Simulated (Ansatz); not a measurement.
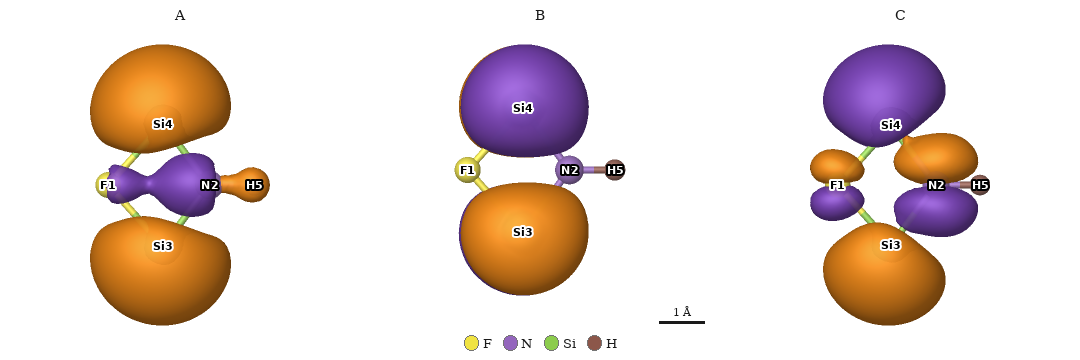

*FHNSi$_{2}$ (charge +1). Three frontier orbitals at ±0.08 Å⁻³ᐟ² (orange and purple are the two phases), in no order.*

Geometry: PBE0-D3(BJ)/def2-SVP.

Computed with isolated molecule in a Gaussian basis; Kohn-Sham density functional theory, functional PBE0 (Ansatz 0.2.0).

```yaml
atoms:
  - { symbol: F, position_ang: [-1.1628, -1.1856, 0.3143] }
  - { symbol: N, position_ang: [0.7410, -0.0621, -0.3219] }
  - { symbol: Si, position_ang: [0.5722, -1.7790, -0.0536] }
  - { symbol: Si, position_ang: [-0.8323, 0.6268, -0.0080] }
  - { symbol: H, position_ang: [1.5875, 0.4375, -0.6047] }
```

**Which picture is the HOMO−1, the HOMO and the LUMO?**

A is the HOMO−1 (−14.97 eV). By Hirshfeld shares it lies mainly on Si4 (about 45 %), Si3 (about 45 %) and N2 (about 10 %); it is symmetric in the molecular plane (an in-plane orbital: σ, lone-pair or in-plane π type). C is the HOMO (−13.15 eV). Its weight (Hirshfeld) is mainly on Si4 (about 40 %), Si3 (about 40 %), N2 (about 15 %) and F1 (about 5 %); it is symmetric in the molecular plane (an in-plane orbital: σ, lone-pair or in-plane π type). B is the LUMO (−8.12 eV). It lies mainly on Si4 (about 45 %) and Si3 (about 45 %); it changes sign across the molecular plane (π type).

**What is the HOMO–LUMO gap?**

5.03 eV between the orbital energies.
